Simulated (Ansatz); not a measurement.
# Molecular dynamics of C₂H₁₀B₂Si (part 1 of 4)

C₂H₁₀B₂Si, SMILES CCBB[SiH3], computed with RKS BLYP-D4/STO-3G (Ansatz 0.2.0).

It belongs to a series of runs on one base structure; here: dynamics from the start. Figures and captions count atoms from 1; the log counts them from 0 in places.

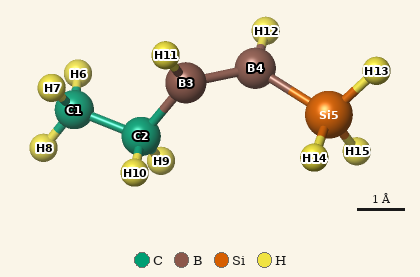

**Figure 1.** The starting structure (ball-and-stick view, seen at a tilt; atoms are numbered from 1 in the order of the input). Bond lengths as drawn: B–B 1.61 Å, B–C 1.60 Å, B–H 1.18 to 1.19 Å, B–Si 1.98 Å, C–C 1.58 Å, C–H 1.11 to 1.12 Å and H–Si 1.45 to 1.46 Å.

Summary:

| quantity | value |
| --- | --- |
| outcome | finished |
| mean temperature over the second half | 317 K |
| trajectory | 368 steps, 184 fs |
| ensemble | nvt_langevin |
| temperature in the input | 300.0 K |
| time step | 0.5 fs |
| potential energy (last step) | −11328.7205 eV |
| mean-field energy (last step) | −11328.1242 eV |
| largest force (length of the vector) (last step) | 2.621 eV/Å |
| hardware | 1 thread of Arm Neoverse V2, 24 GiB of memory available, shared host |
| wall time | 10 min |
| peak memory | 0.084 GiB |

So short a trajectory is not equilibrated. The logged temperature at the start can lie below the typed one, since it is counted over all degrees of freedom.

The input:
```yaml
crystal:
  periodic: [false, false, false]
  atoms:
    - { symbol: C, position_ang: [-1.242396, -1.785448, -1.507092] }
    - { symbol: C, position_ang: [-0.037511, -1.056914, -0.793407] }
    - { symbol: B, position_ang: [-0.538076, -0.149271, 0.425377] }
    - { symbol: B, position_ang: [-0.151769, 1.401345, 0.604482] }
    - { symbol: Si, position_ang: [1.514217, 1.927183, 1.539233] }
    - { symbol: H, position_ang: [-1.942921, -1.049023, -1.950725] }
    - { symbol: H, position_ang: [-1.807153, -2.410246, -0.786511] }
    - { symbol: H, position_ang: [-0.870444, -2.439151, -2.322877] }
    - { symbol: H, position_ang: [0.549289, -0.502309, -1.555201] }
    - { symbol: H, position_ang: [0.636558, -1.842642, -0.376294] }
    - { symbol: H, position_ang: [-1.181793, -0.712455, 1.249752] }
    - { symbol: H, position_ang: [-0.812902, 2.286569, 0.180741] }
    - { symbol: H, position_ang: [1.214816, 2.860659, 2.617932] }
    - { symbol: H, position_ang: [2.254551, 0.811086, 2.106405] }
    - { symbol: H, position_ang: [2.393834, 2.610017, 0.597583] }
basis:
  gaussian: { orbitals: STO-3G }
hamiltonian:
  xc: blyp
  dispersion: d4
md:
  timestep: 0.5
  n_steps: 368
  ensemble: nvt_langevin
  temperature: 300.0
  initial_velocities: maxwell_boltzmann
  seed: 921341
  friction: 0.02
scf:
  lower_state_search: "off"
```

Launched with:
```bash
ansatz run input.yaml --threads 1 --pin off --max-ram 2048MiB --backend cpu --events-out ev --progress --plain --runs-dir out
```

The program's output:
```
Engine: ansatz 0.2.0, aarch64-unknown-linux-gnu
Functional definition: BLYP
  parameter beta = 0.0042
  parameter a = 0.04918
  parameter b = 0.132
  parameter c = 0.2533
  parameter d = 0.349
  exchange = b88_x(beta = beta)
  correlation = lyp_c(a = a, b = b, c = c, d = d)
these checks for a lower state are left out or cut short: stability, starts, cluster_reference, orbital_swaps, neighbouring_geometries, increment
554 factors; integrals over basis functions are off by at most 5.3e-5 eV
mean field evaluation 1: about -11327.8095 eV, gradient 1.7e1 eV
mean field evaluation 2: about -11327.9281 eV, gradient 1.5e1 eV
mean field evaluation 4: about -11328.7382 eV, gradient 6.5e-1 eV
mean field evaluation 8: about -11328.5872 eV, gradient 4.0e-2 eV
mean field -11328.58718158 eV, -416.3179001310 hartree, gradient 4.0e-6 eV, S^2 0.000000; 0 other end points of the search recorded, 0 dependent functions left out
the calculation of the forces begins
reference -11328.58748818 eV, -416.3179113981 hartree; 23, 23 occupied and 16, 16 virtual orbitals, 554 factors
md step     0: t =     0.00 fs  T =   280.0 K  F+E_penalty+E_count = -11329.18912087 eV  E_kin = 0.542892 eV  (13 SCF iters)
these checks for a lower state are left out or cut short: stability, starts, cluster_reference, orbital_swaps, neighbouring_geometries, increment
554 factors; integrals over basis functions are off by at most 5.3e-5 eV
mean field evaluation 16: about -11328.7244 eV, gradient 6.1e-1 eV
mean field -11328.57362821 eV, -416.3174020537 hartree, gradient 2.5e-6 eV, S^2 0.000000; 0 other end points of the search recorded, 0 dependent functions left out
the calculation of the forces begins
reference -11328.57393470 eV, -416.3174133169 hartree; 23, 23 occupied and 16, 16 virtual orbitals, 554 factors
md step     1: t =     0.50 fs  T =   267.7 K  F+E_penalty+E_count = -11329.17549115 eV  E_kin = 0.519138 eV  (16 SCF iters, 3 dispersion substeps)
[... from here on the SCF iterations and repeated set-up lines of each step are left out, up to the last step ...]
md step     2: t =     1.00 fs  T =   265.8 K  F+E_penalty+E_count = -11329.14005536 eV  E_kin = 0.515353 eV  (16 SCF iters, 3 dispersion substeps)
md step     3: t =     1.50 fs  T =   244.1 K  F+E_penalty+E_count = -11329.09259108 eV  E_kin = 0.473371 eV  (16 SCF iters, 3 dispersion substeps)
md step     4: t =     2.00 fs  T =   220.6 K  F+E_penalty+E_count = -11329.04727199 eV  E_kin = 0.427642 eV  (16 SCF iters, 3 dispersion substeps)
md step     5: t =     2.50 fs  T =   207.5 K  F+E_penalty+E_count = -11329.01671324 eV  E_kin = 0.402287 eV  (16 SCF iters, 3 dispersion substeps)
md step     6: t =     3.00 fs  T =   204.3 K  F+E_penalty+E_count = -11329.00190944 eV  E_kin = 0.396070 eV  (12 SCF iters, 3 dispersion substeps)
md step     7: t =     3.50 fs  T =   192.1 K  F+E_penalty+E_count = -11329.00162820 eV  E_kin = 0.372529 eV  (16 SCF iters, 3 dispersion substeps)
md step     8: t =     4.00 fs  T =   214.7 K  F+E_penalty+E_count = -11329.01027954 eV  E_kin = 0.416328 eV  (16 SCF iters, 3 dispersion substeps)
md step     9: t =     4.50 fs  T =   213.0 K  F+E_penalty+E_count = -11329.01563930 eV  E_kin = 0.413071 eV  (16 SCF iters, 3 dispersion substeps)
md step    10: t =     5.00 fs  T =   197.6 K  F+E_penalty+E_count = -11329.00555392 eV  E_kin = 0.383179 eV  (16 SCF iters, 3 dispersion substeps)
md step    11: t =     5.50 fs  T =   180.2 K  F+E_penalty+E_count = -11328.97810727 eV  E_kin = 0.349420 eV  (16 SCF iters, 3 dispersion substeps)
md step    12: t =     6.00 fs  T =   183.0 K  F+E_penalty+E_count = -11328.93849782 eV  E_kin = 0.354774 eV  (17 SCF iters, 3 dispersion substeps)
md step    13: t =     6.50 fs  T =   170.8 K  F+E_penalty+E_count = -11328.89633087 eV  E_kin = 0.331136 eV  (16 SCF iters, 3 dispersion substeps)
md step    14: t =     7.00 fs  T =   139.1 K  F+E_penalty+E_count = -11328.86435130 eV  E_kin = 0.269698 eV  (12 SCF iters, 3 dispersion substeps)
md step    15: t =     7.50 fs  T =   135.6 K  F+E_penalty+E_count = -11328.85138329 eV  E_kin = 0.262915 eV  (12 SCF iters, 3 dispersion substeps)
md step    16: t =     8.00 fs  T =   142.1 K  F+E_penalty+E_count = -11328.85929462 eV  E_kin = 0.275443 eV  (12 SCF iters, 3 dispersion substeps)
md step    17: t =     8.50 fs  T =   149.1 K  F+E_penalty+E_count = -11328.88266777 eV  E_kin = 0.288999 eV  (12 SCF iters, 3 dispersion substeps)
md step    18: t =     9.00 fs  T =   167.5 K  F+E_penalty+E_count = -11328.91055504 eV  E_kin = 0.324826 eV  (17 SCF iters, 3 dispersion substeps)
md step    19: t =     9.50 fs  T =   192.6 K  F+E_penalty+E_count = -11328.92977108 eV  E_kin = 0.373486 eV  (17 SCF iters, 3 dispersion substeps)
md step    20: t =    10.00 fs  T =   199.9 K  F+E_penalty+E_count = -11328.93132447 eV  E_kin = 0.387561 eV  (17 SCF iters, 3 dispersion substeps)
md step    21: t =    10.50 fs  T =   180.9 K  F+E_penalty+E_count = -11328.91443569 eV  E_kin = 0.350808 eV  (17 SCF iters, 3 dispersion substeps)
md step    22: t =    11.00 fs  T =   169.8 K  F+E_penalty+E_count = -11328.88628029 eV  E_kin = 0.329193 eV  (17 SCF iters, 3 dispersion substeps)
md step    23: t =    11.50 fs  T =   167.2 K  F+E_penalty+E_count = -11328.85628619 eV  E_kin = 0.324250 eV  (12 SCF iters, 3 dispersion substeps)
md step    24: t =    12.00 fs  T =   159.0 K  F+E_penalty+E_count = -11328.82954972 eV  E_kin = 0.308230 eV  (11 SCF iters, 3 dispersion substeps)
md step    25: t =    12.50 fs  T =   159.4 K  F+E_penalty+E_count = -11328.81279436 eV  E_kin = 0.308997 eV  (12 SCF iters, 3 dispersion substeps)
md step    26: t =    13.00 fs  T =   160.2 K  F+E_penalty+E_count = -11328.81369714 eV  E_kin = 0.310614 eV  (11 SCF iters, 3 dispersion substeps)
md step    27: t =    13.50 fs  T =   176.2 K  F+E_penalty+E_count = -11328.83036782 eV  E_kin = 0.341545 eV  (12 SCF iters, 3 dispersion substeps)
md step    28: t =    14.00 fs  T =   194.4 K  F+E_penalty+E_count = -11328.85387955 eV  E_kin = 0.376933 eV  (17 SCF iters, 3 dispersion substeps)
md step    29: t =    14.50 fs  T =   199.2 K  F+E_penalty+E_count = -11328.87425412 eV  E_kin = 0.386255 eV  (17 SCF iters, 3 dispersion substeps)
md step    30: t =    15.00 fs  T =   205.5 K  F+E_penalty+E_count = -11328.88223425 eV  E_kin = 0.398459 eV  (18 SCF iters, 3 dispersion substeps)
md step    31: t =    15.50 fs  T =   199.6 K  F+E_penalty+E_count = -11328.87112983 eV  E_kin = 0.387035 eV  (18 SCF iters, 3 dispersion substeps)
md step    32: t =    16.00 fs  T =   212.1 K  F+E_penalty+E_count = -11328.84140616 eV  E_kin = 0.411224 eV  (18 SCF iters, 3 dispersion substeps)
md step    33: t =    16.50 fs  T =   182.0 K  F+E_penalty+E_count = -11328.80256126 eV  E_kin = 0.352875 eV  (18 SCF iters, 3 dispersion substeps)
md step    34: t =    17.00 fs  T =   175.2 K  F+E_penalty+E_count = -11328.77288861 eV  E_kin = 0.339706 eV  (18 SCF iters, 3 dispersion substeps)
md step    35: t =    17.50 fs  T =   178.7 K  F+E_penalty+E_count = -11328.76322879 eV  E_kin = 0.346427 eV  (12 SCF iters, 3 dispersion substeps)
md step    36: t =    18.00 fs  T =   189.9 K  F+E_penalty+E_count = -11328.77689594 eV  E_kin = 0.368246 eV  (18 SCF iters, 3 dispersion substeps)
md step    37: t =    18.50 fs  T =   222.6 K  F+E_penalty+E_count = -11328.80804088 eV  E_kin = 0.431637 eV  (18 SCF iters, 3 dispersion substeps)
md step    38: t =    19.00 fs  T =   254.2 K  F+E_penalty+E_count = -11328.84192844 eV  E_kin = 0.492930 eV  (18 SCF iters, 3 dispersion substeps)
md step    39: t =    19.50 fs  T =   238.4 K  F+E_penalty+E_count = -11328.86092283 eV  E_kin = 0.462212 eV  (18 SCF iters, 3 dispersion substeps)
md step    40: t =    20.00 fs  T =   215.9 K  F+E_penalty+E_count = -11328.85994735 eV  E_kin = 0.418572 eV  (17 SCF iters, 3 dispersion substeps)
md step    41: t =    20.50 fs  T =   205.6 K  F+E_penalty+E_count = -11328.84441134 eV  E_kin = 0.398645 eV  (17 SCF iters, 3 dispersion substeps)
md step    42: t =    21.00 fs  T =   210.0 K  F+E_penalty+E_count = -11328.82178631 eV  E_kin = 0.407146 eV  (17 SCF iters, 3 dispersion substeps)
md step    43: t =    21.50 fs  T =   202.2 K  F+E_penalty+E_count = -11328.79885018 eV  E_kin = 0.391989 eV  (17 SCF iters, 3 dispersion substeps)
md step    44: t =    22.00 fs  T =   203.4 K  F+E_penalty+E_count = -11328.78423695 eV  E_kin = 0.394347 eV  (16 SCF iters, 3 dispersion substeps)
md step    45: t =    22.50 fs  T =   209.9 K  F+E_penalty+E_count = -11328.78638099 eV  E_kin = 0.406909 eV  (16 SCF iters, 3 dispersion substeps)
md step    46: t =    23.00 fs  T =   230.1 K  F+E_penalty+E_count = -11328.80878161 eV  E_kin = 0.446216 eV  (16 SCF iters, 3 dispersion substeps)
md step    47: t =    23.50 fs  T =   265.5 K  F+E_penalty+E_count = -11328.84553418 eV  E_kin = 0.514875 eV  (16 SCF iters, 3 dispersion substeps)
md step    48: t =    24.00 fs  T =   292.2 K  F+E_penalty+E_count = -11328.88291050 eV  E_kin = 0.566615 eV  (16 SCF iters, 3 dispersion substeps)
md step    49: t =    24.50 fs  T =   292.9 K  F+E_penalty+E_count = -11328.90867618 eV  E_kin = 0.567893 eV  (16 SCF iters, 3 dispersion substeps)
md step    50: t =    25.00 fs  T =   287.4 K  F+E_penalty+E_count = -11328.91812574 eV  E_kin = 0.557150 eV  (16 SCF iters, 3 dispersion substeps)
md step    51: t =    25.50 fs  T =   282.6 K  F+E_penalty+E_count = -11328.91357562 eV  E_kin = 0.547858 eV  (16 SCF iters, 3 dispersion substeps)
md step    52: t =    26.00 fs  T =   272.8 K  F+E_penalty+E_count = -11328.89936209 eV  E_kin = 0.528891 eV  (16 SCF iters, 3 dispersion substeps)
md step    53: t =    26.50 fs  T =   266.1 K  F+E_penalty+E_count = -11328.88741893 eV  E_kin = 0.515932 eV  (16 SCF iters, 3 dispersion substeps)
md step    54: t =    27.00 fs  T =   268.6 K  F+E_penalty+E_count = -11328.88812325 eV  E_kin = 0.520790 eV  (16 SCF iters, 3 dispersion substeps)
md step    55: t =    27.50 fs  T =   273.9 K  F+E_penalty+E_count = -11328.90461669 eV  E_kin = 0.531094 eV  (16 SCF iters, 3 dispersion substeps)
md step    56: t =    28.00 fs  T =   291.7 K  F+E_penalty+E_count = -11328.92861377 eV  E_kin = 0.565590 eV  (16 SCF iters, 3 dispersion substeps)
md step    57: t =    28.50 fs  T =   318.8 K  F+E_penalty+E_count = -11328.94913835 eV  E_kin = 0.618050 eV  (16 SCF iters, 3 dispersion substeps)
md step    58: t =    29.00 fs  T =   334.0 K  F+E_penalty+E_count = -11328.95942423 eV  E_kin = 0.647665 eV  (16 SCF iters, 3 dispersion substeps)
md step    59: t =    29.50 fs  T =   310.7 K  F+E_penalty+E_count = -11328.95069869 eV  E_kin = 0.602454 eV  (16 SCF iters, 3 dispersion substeps)
md step    60: t =    30.00 fs  T =   283.5 K  F+E_penalty+E_count = -11328.92297093 eV  E_kin = 0.549722 eV  (16 SCF iters, 3 dispersion substeps)
md step    61: t =    30.50 fs  T =   254.4 K  F+E_penalty+E_count = -11328.88185460 eV  E_kin = 0.493271 eV  (16 SCF iters, 3 dispersion substeps)
md step    62: t =    31.00 fs  T =   245.8 K  F+E_penalty+E_count = -11328.83553884 eV  E_kin = 0.476505 eV  (16 SCF iters, 3 dispersion substeps)
md step    63: t =    31.50 fs  T =   224.9 K  F+E_penalty+E_count = -11328.78938279 eV  E_kin = 0.436133 eV  (16 SCF iters, 3 dispersion substeps)
md step    64: t =    32.00 fs  T =   204.4 K  F+E_penalty+E_count = -11328.75595462 eV  E_kin = 0.396391 eV  (16 SCF iters, 3 dispersion substeps)
md step    65: t =    32.50 fs  T =   195.4 K  F+E_penalty+E_count = -11328.74638745 eV  E_kin = 0.378893 eV  (16 SCF iters, 3 dispersion substeps)
md step    66: t =    33.00 fs  T =   205.0 K  F+E_penalty+E_count = -11328.76194469 eV  E_kin = 0.397405 eV  (16 SCF iters, 3 dispersion substeps)
md step    67: t =    33.50 fs  T =   237.9 K  F+E_penalty+E_count = -11328.79641638 eV  E_kin = 0.461249 eV  (16 SCF iters, 3 dispersion substeps)
md step    68: t =    34.00 fs  T =   253.2 K  F+E_penalty+E_count = -11328.83944240 eV  E_kin = 0.491017 eV  (16 SCF iters, 3 dispersion substeps)
md step    69: t =    34.50 fs  T =   277.2 K  F+E_penalty+E_count = -11328.87881858 eV  E_kin = 0.537387 eV  (16 SCF iters, 3 dispersion substeps)
md step    70: t =    35.00 fs  T =   274.4 K  F+E_penalty+E_count = -11328.89531720 eV  E_kin = 0.531952 eV  (16 SCF iters, 3 dispersion substeps)
md step    71: t =    35.50 fs  T =   240.4 K  F+E_penalty+E_count = -11328.88452172 eV  E_kin = 0.466203 eV  (17 SCF iters, 3 dispersion substeps)
md step    72: t =    36.00 fs  T =   249.3 K  F+E_penalty+E_count = -11328.85337167 eV  E_kin = 0.483383 eV  (17 SCF iters, 3 dispersion substeps)
md step    73: t =    36.50 fs  T =   233.6 K  F+E_penalty+E_count = -11328.81520919 eV  E_kin = 0.452947 eV  (17 SCF iters, 3 dispersion substeps)
md step    74: t =    37.00 fs  T =   216.6 K  F+E_penalty+E_count = -11328.78554308 eV  E_kin = 0.419988 eV  (16 SCF iters, 3 dispersion substeps)
md step    75: t =    37.50 fs  T =   224.5 K  F+E_penalty+E_count = -11328.76977272 eV  E_kin = 0.435251 eV  (17 SCF iters, 3 dispersion substeps)
md step    76: t =    38.00 fs  T =   235.5 K  F+E_penalty+E_count = -11328.76981253 eV  E_kin = 0.456669 eV  (18 SCF iters, 3 dispersion substeps)
md step    77: t =    38.50 fs  T =   241.5 K  F+E_penalty+E_count = -11328.78190067 eV  E_kin = 0.468241 eV  (18 SCF iters, 3 dispersion substeps)
md step    78: t =    39.00 fs  T =   266.5 K  F+E_penalty+E_count = -11328.79864086 eV  E_kin = 0.516632 eV  (18 SCF iters, 3 dispersion substeps)
md step    79: t =    39.50 fs  T =   281.0 K  F+E_penalty+E_count = -11328.81162854 eV  E_kin = 0.544739 eV  (18 SCF iters, 3 dispersion substeps)
md step    80: t =    40.00 fs  T =   292.2 K  F+E_penalty+E_count = -11328.81005019 eV  E_kin = 0.566457 eV  (18 SCF iters, 3 dispersion substeps)
md step    81: t =    40.50 fs  T =   274.0 K  F+E_penalty+E_count = -11328.78604298 eV  E_kin = 0.531305 eV  (18 SCF iters, 3 dispersion substeps)
md step    82: t =    41.00 fs  T =   279.6 K  F+E_penalty+E_count = -11328.74535448 eV  E_kin = 0.542091 eV  (18 SCF iters, 3 dispersion substeps)
md step    83: t =    41.50 fs  T =   251.3 K  F+E_penalty+E_count = -11328.69952635 eV  E_kin = 0.487221 eV  (18 SCF iters, 3 dispersion substeps)
md step    84: t =    42.00 fs  T =   226.5 K  F+E_penalty+E_count = -11328.66323779 eV  E_kin = 0.439199 eV  (18 SCF iters, 3 dispersion substeps)
md step    85: t =    42.50 fs  T =   224.9 K  F+E_penalty+E_count = -11328.64561748 eV  E_kin = 0.435993 eV  (17 SCF iters, 3 dispersion substeps)
md step    86: t =    43.00 fs  T =   226.6 K  F+E_penalty+E_count = -11328.65156617 eV  E_kin = 0.439393 eV  (18 SCF iters, 3 dispersion substeps)
md step    87: t =    43.50 fs  T =   254.9 K  F+E_penalty+E_count = -11328.68242637 eV  E_kin = 0.494215 eV  (18 SCF iters, 3 dispersion substeps)
md step    88: t =    44.00 fs  T =   272.3 K  F+E_penalty+E_count = -11328.72925049 eV  E_kin = 0.527951 eV  (18 SCF iters, 3 dispersion substeps)
md step    89: t =    44.50 fs  T =   312.8 K  F+E_penalty+E_count = -11328.78126697 eV  E_kin = 0.606517 eV  (18 SCF iters, 3 dispersion substeps)
md step    90: t =    45.00 fs  T =   328.1 K  F+E_penalty+E_count = -11328.82305933 eV  E_kin = 0.636213 eV  (18 SCF iters, 3 dispersion substeps)
md step    91: t =    45.50 fs  T =   354.3 K  F+E_penalty+E_count = -11328.84373747 eV  E_kin = 0.687020 eV  (18 SCF iters, 3 dispersion substeps)
md step    92: t =    46.00 fs  T =   346.4 K  F+E_penalty+E_count = -11328.84093565 eV  E_kin = 0.671656 eV  (17 SCF iters, 3 dispersion substeps)
```
